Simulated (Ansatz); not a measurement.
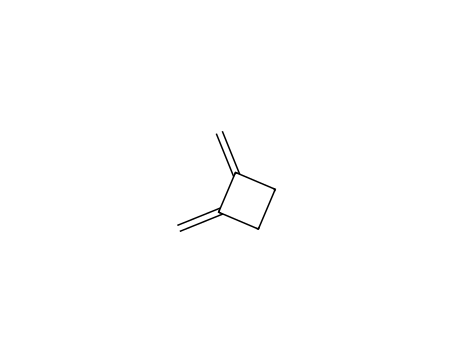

Question: Write the SMILES.

Answer: C=C1CCC1=C

Question: What is the molecular formula?

Answer: C6H8.

Question: An optimisation with PBE0-D4/def2-TZVP gave a structure of which point group?

Answer: C2v.

More results for the same structure follow; atom numbers are the same in all pictures, views and colours differ. The geometry was computed by an optimisation with PBE0-D4/def2-TZVP.

### Shape

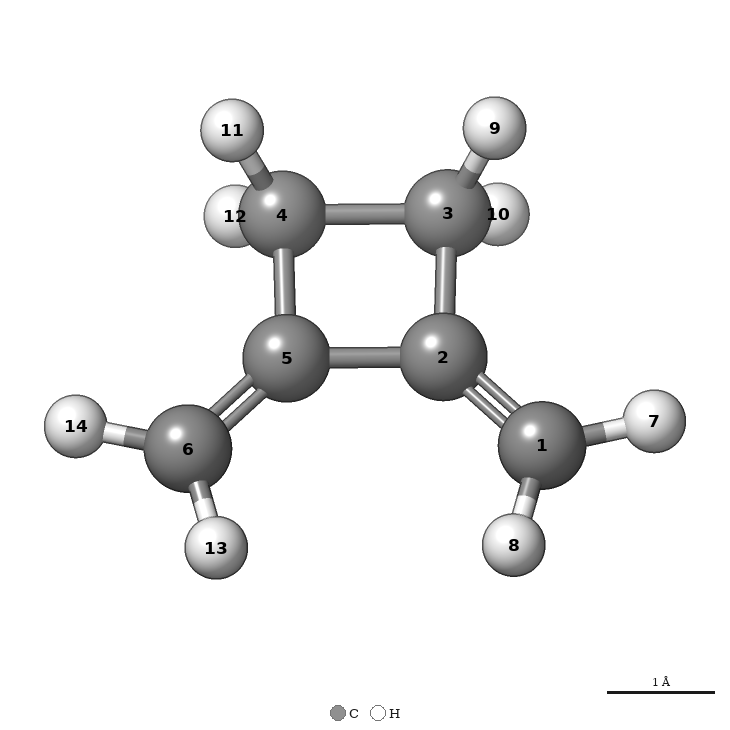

Atoms carry their numbers in the input.

Which atoms are bonded, and how long are the bonds?

| bond | length (Å) | order |
| --- | --- | --- |
| C1–C2 | 1.327 | double |
| C1–H7 | 1.084 | single |
| C1–H8 | 1.084 | single |
| C2–C3 | 1.518 | single |
| C2–C5 | 1.475 | single |
| C3–C4 | 1.554 | single |
| C3–H9 | 1.092 | single |
| C3–H10 | 1.092 | single |
| C4–C5 | 1.518 | single |
| C4–H11 | 1.092 | single |
| C4–H12 | 1.092 | single |
| C5–C6 | 1.327 | double |
| C6–H13 | 1.084 | single |
| C6–H14 | 1.084 | single |

### Vibrations

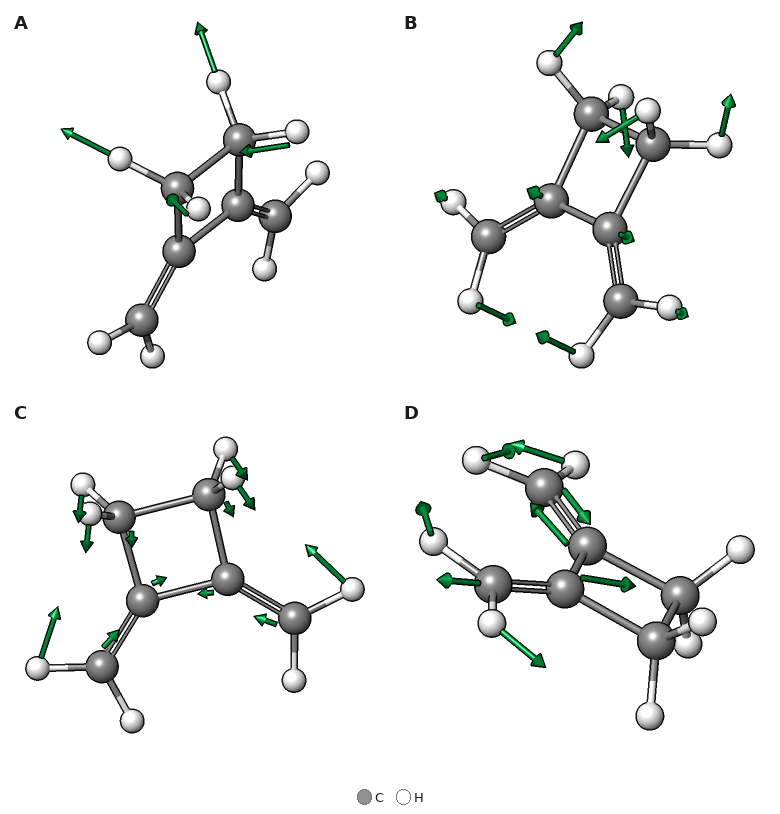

4 normal modes of one molecule or complex, as arrows. Harmonic vibrations computed with RKS PBE0-D4/def2-TZVP (Ansatz 0.2.0) at a stationary point of the same level.

Question: Match the panels to the wavenumbers 460 cm⁻¹, 783 cm⁻¹, 1733 cm⁻¹, 3133 cm⁻¹.

Answer: A: 3133 cm⁻¹, out-of-phase stretching of 4 C–H bonds
B: 460 cm⁻¹
C: 783 cm⁻¹
D: 1733 cm⁻¹

### Electronic properties

Level of theory: RKS HSE06 (plane-wave form)-D4/def2-TZVPP (Ansatz 0.2.0).

Predict the main results.

- HOMO energy (Kohn–Sham orbital): −6.16 eV
- LUMO energy (Kohn–Sham orbital): −1.46 eV
- HOMO–LUMO gap: 4.70 eV
- dispersion correction: −22.8 kJ/mol

### Charges

The questions are on Mulliken charges. Properties computed with RKS ωB97M-V/def2-TZVPP (Ansatz 0.2.0).

Question: Which atom carries the highest charge (most positive or least negative)?

Answer: H7, H9, H10, H11, H12, H14 (0.10 e).

Question: And the lowest?

Answer: C1, C6 (−0.22 e).

Give the Mulliken charges atom by atom.

```
atom  value (e)
  C1      −0.22
  C2      −0.01
  C3      −0.16
  C4      −0.16
  C5      −0.01
  C6      −0.22
  H7       0.10
  H8       0.09
  H9       0.10
 H10       0.10
 H11       0.10
 H12       0.10
 H13       0.09
 H14       0.10
```

Mulliken values depend strongly on the basis set and can even reverse the polarity of a bond.
